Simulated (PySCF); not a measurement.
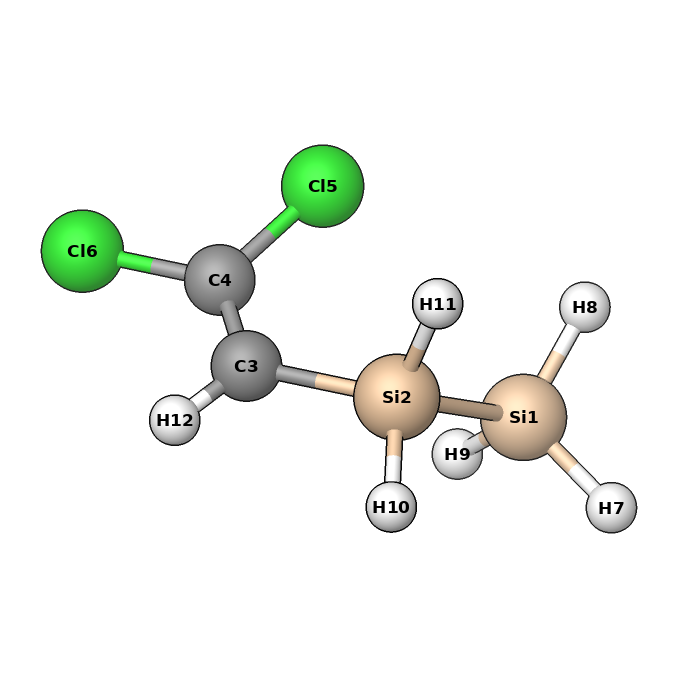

The geometry was computed by an optimisation with PBE0-D3(BJ)/def2-SVP. No frequency run is at hand to confirm it as a minimum. Method: delta-SCF UKS SCAN, def2-TZVP on the ionised atom, pcseg-1 elsewhere, spin-free X2C (PySCF 2.14.0).

Give the core-electron binding energies (to vacuum; p and d levels without spin–orbit splitting) of Si1 1s, Si1 2p, Si2 1s, Si2 2p, C3 1s, C4 1s, Cl5 1s, Cl5 2p, Cl6 1s, Cl6 2p.

| atom | level | binding energy (eV) |
| --- | --- | --- |
| Si1 | 1s | 1850.1 |
| Si1 | 2p | 107.0 |
| Si2 | 1s | 1850.2 |
| Si2 | 2p | 107.1 |
| C3 | 1s | 290.8 |
| C4 | 1s | 293.8 |
| Cl5 | 1s | 2833.5 |
| Cl5 | 2p | 207.8 |
| Cl6 | 1s | 2833.4 |
| Cl6 | 2p | 207.8 |
